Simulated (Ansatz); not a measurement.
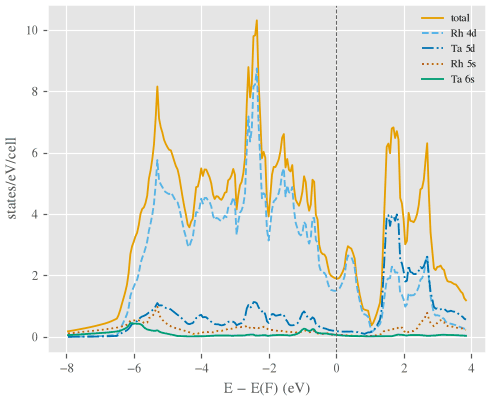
Figure: Total and projected density of states of TaRh₃ (Cu3Au type, space group No. 221), the program Ansatz at the LDA level (PAW)

Problem. Which orbitals carry the states next to the Fermi level?

Solution. Within 0.5 eV of the Fermi level: Rh 4d 82 %, Ta 5d 9 %. Projections are on Löwdin-orthogonalised atomic valence shells; empty p or d shells of many metals are not among them.

Problem. Where is the tallest occupied peak in this window, and what makes it?

Solution. Near -2.4 eV, about 10 states/eV per cell; the largest projected share is Rh 4d.

Space group Pm-3m (Cu3Au type). The workflow started from a Materials Project entry (that database holds measured and hypothetical structures alike); the Crystallography Open Database files this formula in space group No. 221, but the cells were not matched. Its standing as an ambient phase is unchecked. The LDA relaxation kept the symmetry of its start; of distortions, only those at the zone centre were tested. The run is not spin-polarised. Scalar-relativistic: spin–orbit coupling is off unless named, which matters more the heavier the elements.

Potentials: the later of the program's two PAW sets.
